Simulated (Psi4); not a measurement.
# CF+ (SMILES [C+]F) at SVWN5/aug-cc-pVTZ

What is the vertical ionisation energy of CF+ at SVWN5/aug-cc-pVTZ? The job is set up through a Python script.

The calculation is run with Psi4 1.11.

3 further runs of the same task are left out: 1 that didn't finish, 2 set aside as unsound or not needed.

## Step 1: The system as given

CF+: 2 atoms, total charge +1, spin state singlet. SMILES: `[C+]F`. The coordinates come from a PBE0-D4/def2-TZVP relaxation.

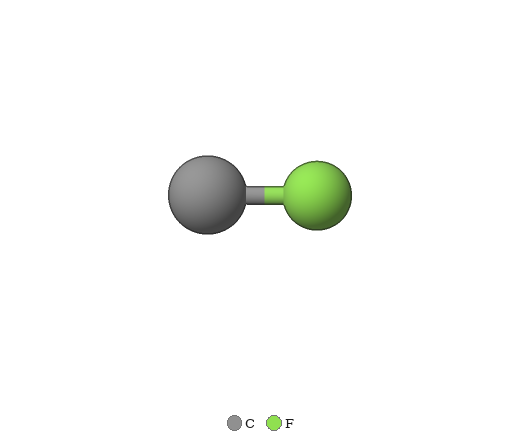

Viewed from a chosen angle; carbon grey, fluorine green.

## Step 2: A single-point energy at SVWN5/aug-cc-pVTZ

cf.xyz reads:

```xyz
2
CF
C      0.492270    -0.160830     0.253170
F     -0.492270     0.160830    -0.253170
```

cf.py reads:

```python
import psi4

psi4.set_memory('2200 MB')
psi4.set_num_threads(1)
psi4.core.set_output_file('output.dat', False)

with open('cf.xyz') as f:
    atoms = ''.join(f.readlines()[2:])
mol = psi4.geometry('1 1\n' + atoms + 'symmetry c1')

options = {'basis': 'aug-cc-pVTZ', 'puream': True, 'e_convergence': 1e-09, 'd_convergence': 1e-08, 'scf_type': 'pk', 'dft_radial_points': 99, 'dft_spherical_points': 590}
psi4.set_options(options)

e_tot = psi4.energy('scf', dft_functional={"name": "SVWN5", "x_functionals": {"LDA_X": {}}, "c_functionals": {"LDA_C_VWN": {}}})
print(f'scf energy: {e_tot:.10f} Eh')
```

Launch:

```sh
$ python cf.py
```

output.dat:

```text
[...]
  Running in c1 symmetry.
[...]
  Nuclear repulsion =   24.785948803402466
[...]
  Multiplicity = 1
[...]
  Nalpha       = 7
  Nbeta        = 7
[...]
    Number of basis functions: 92
[...]
   @RKS iter   1:  -136.48470753391672    2.22220e-01   1.64563e-03 DIIS/ADIIS
[...]
   @RKS iter   9:  -136.49717256529624   -5.68434e-13   3.15636e-09 DIIS
[...]
    Orbital Energies [Eh]
    ---------------------
    Doubly Occupied:
       1A    -24.671310     2A    -10.415093     3A     -1.717779
       4A     -1.063176     5A     -0.945271     6A     -0.945271
       7A     -0.739652
[...]
  @RKS Final Energy:  -136.49717256529624
   => Energetics <=
    Nuclear Repulsion Energy =             24.7859488034024658
    One-Electron Energy =                -231.7960297823557312
    Two-Electron Energy =                  84.8516932502733283
    DFT Exchange-Correlation Energy =     -14.3387848366163126
    Empirical Dispersion Energy =           0.0000000000000000
    VV10 Nonlocal Energy =                  0.0000000000000000
    Total Energy =                       -136.4971725652962391
[...]
 Multipole Moments:
 ------------------------------------------------------------------------------------
     Multipole            Electronic (a.u.)      Nuclear  (a.u.)        Total (a.u.)
 ------------------------------------------------------------------------------------
 L = 1.  Multiply by 2.5417464519 to convert [e a0] to [Debye]
 Dipole X            :          0.0000000           -0.0000000            0.0000000
 Dipole Y            :         -0.0000000            0.0000000           -0.0000000
 Dipole Z            :         -0.0814709            0.4210233            0.3395524
 Magnitude           :                                                    0.3395524
[...]
```

Standard output:

```text
scf energy: -136.4971725653 Eh
```

Wall time 11 s (1 thread of Intel Xeon at 2.50GHz (Skylake/Cascade Lake), shared host); peak memory 0.43 GiB.

## Step 3: Doublet [CF]2+: energy and gradient at USVWN5/aug-cc-pVTZ

cf.py reads:

```python
import psi4

psi4.set_memory(2200000000)
psi4.set_num_threads(1)
psi4.core.set_output_file('cf.out', False)

mol = psi4.geometry("""
2 2
C      0.93025548    -0.30392465     0.47842196
F     -0.93025548     0.30392465    -0.47842196
units bohr
symmetry c1
""")

options = {'basis': 'aug-cc-pVTZ', 'reference': 'uks', 'puream': True, 'e_convergence': 1e-09, 'd_convergence': 1e-08, 'scf_type': 'pk', 'dft_radial_points': 99, 'dft_spherical_points': 590, 'maxiter': 100}
psi4.set_options(options)

e_tot, wfn = psi4.gradient('scf', dft_functional={"name": "SVWN5", "x_functionals": {"LDA_X": {}}, "c_functionals": {"LDA_C_VWN": {}}}, molecule=mol, return_wfn=True)
psi4.oeprop(wfn, 'DIPOLE', 'LOWDIN_CHARGES', 'WIBERG_LOWDIN_INDICES')
print('gradient / Eh bohr^-1')
print(e_tot.np.round(6))
print(f'energy = {wfn.energy():.10f} Eh')
for k, v in sorted(psi4.core.scalar_variables().items()):
    print(f'{k:45s} {v:18.10f}')
```

Launch:

```sh
$ python cf.py
```

cf.out:

```text
[...]
  Running in c1 symmetry.
[...]
  Nuclear repulsion =   24.785948848414900
[...]
  Multiplicity = 2
[...]
  Nalpha       = 7
  Nbeta        = 6
[...]
    Number of basis functions: 92
[...]
   @UKS iter   1:  -135.50510853617951    1.20182e+00   2.82379e-03 ADIIS/DIIS
[...]
   @UKS iter  10:  -135.55041793686073   -7.75913e-12   1.22581e-09 DIIS
[...]
   @S^2 Observed:                7.614823493E-01
[...]
    Orbital Energies [Eh]
    ---------------------
    Alpha Occupied:
       1A    -25.123146     2A    -11.008846     3A     -2.143184
       4A     -1.471489     5A     -1.355601     6A     -1.355601
       7A     -1.275198
    Alpha Virtual:
       8A     -0.999850     9A     -0.999850    10A     -0.580745
      11A     -0.405183    12A     -0.355316    13A     -0.355316
      14A     -0.325197    15A     -0.303504    16A     -0.303504
      17A     -0.260063    18A     -0.248408    19A     -0.248408
      20A     -0.145265    21A     -0.139587    22A     -0.139587
      23A     -0.113935    24A     -0.090707    25A     -0.090707
[...]
  @UKS Final Energy:  -135.55041793686073
   => Energetics <=
    Nuclear Repulsion Energy =             24.7859488484149004
    One-Electron Energy =                -225.0526658179182391
    Two-Electron Energy =                  78.6381478398083686
    DFT Exchange-Correlation Energy =     -13.9218488071657660
    Empirical Dispersion Energy =           0.0000000000000000
    VV10 Nonlocal Energy =                  0.0000000000000000
    Total Energy =                       -135.5504179368607254
[...]
  -Total Gradient:
     Atom            X                  Y                   Z
    ------   -----------------  -----------------  -----------------
       1       -0.000000000000    -0.000000000000     0.042150253992
       2       -0.000000000000     0.000000000000    -0.042148948476
[...]
 Multipole Moments:
 ------------------------------------------------------------------------------------
     Multipole            Electronic (a.u.)      Nuclear  (a.u.)        Total (a.u.)
 ------------------------------------------------------------------------------------
 L = 1.  Multiply by 2.5417464519 to convert [e a0] to [Debye]
 Dipole X            :         -0.0000000           -0.0000000           -0.0000000
 Dipole Y            :         -0.0000000           -0.0000000           -0.0000000
 Dipole Z            :          1.1740507            0.4210233            1.5950740
 Magnitude           :                                                    1.5950740
[...]
```

On the terminal:

```text
gradient / Eh bohr^-1
[[-0.       -0.        0.04215 ]
 [-0.        0.       -0.042149]]
energy = -135.5504179369 Eh
CURRENT ENERGY                                   -135.5504179369
CURRENT REFERENCE ENERGY                         -135.5504179369
DD SOLVATION ENERGY                                 0.0000000000
DFT FUNCTIONAL TOTAL ENERGY                      -135.5504179369
DFT TOTAL ENERGY                                 -135.5504179369
DFT VV10 ENERGY                                     0.0000000000
DFT XC ENERGY                                     -13.9218488072
GRID ELECTRONS ALPHA                                6.9999999706
GRID ELECTRONS BETA                                 5.9999999697
GRID ELECTRONS TOTAL                               12.9999999403
NUCLEAR REPULSION ENERGY                           24.7859488484
ONE-ELECTRON ENERGY                              -225.0526658179
PCM POLARIZATION ENERGY                             0.0000000000
PE ENERGY                                           0.0000000000
SCF ITERATION ENERGY                             -135.5504179369
SCF ITERATIONS                                     10.0000000000
SCF TOTAL ENERGY                                 -135.5504179369
TWO-ELECTRON ENERGY                                78.6381478398
XC GRID RADIAL POINTS                              99.0000000000
XC GRID SPHERICAL POINTS                          590.0000000000
XC GRID TOTAL POINTS                           115212.0000000000
```

Wall time 23 s (1 thread of Intel Xeon at 2.50GHz (Skylake/Cascade Lake), shared host); peak memory 0.43 GiB.

## Step 4: Outcome

At SVWN5/aug-cc-pVTZ:

| quantity | value |
| --- | --- |
| singlet CF+: total energy | -136.49717 Eh |
| singlet CF+: HOMO energy | -20.13 eV |
| singlet CF+: LUMO energy | -14.19 eV |
| singlet CF+: HOMO–LUMO gap | 5.93 eV |
| doublet [CF]2+: total energy | -135.55042 Eh |
| doublet [CF]2+: HOMO energy (highest over α and β) | -34.70 eV |
| doublet [CF]2+: LUMO energy (lowest over α and β) | -30.98 eV |
| doublet [CF]2+: ⟨S²⟩ | 0.761 |
| doublet [CF]2+: largest force on an atom | 2.167 eV/Å |
| vertical ionisation energy (to the doublet dication) | 25.763 eV |

What this shows: The vertical ionisation energy comes to 25.76 eV (2486 kJ/mol). −ε(HOMO) before ionisation, 20.13 eV, is 5.64 eV below this ionisation energy.
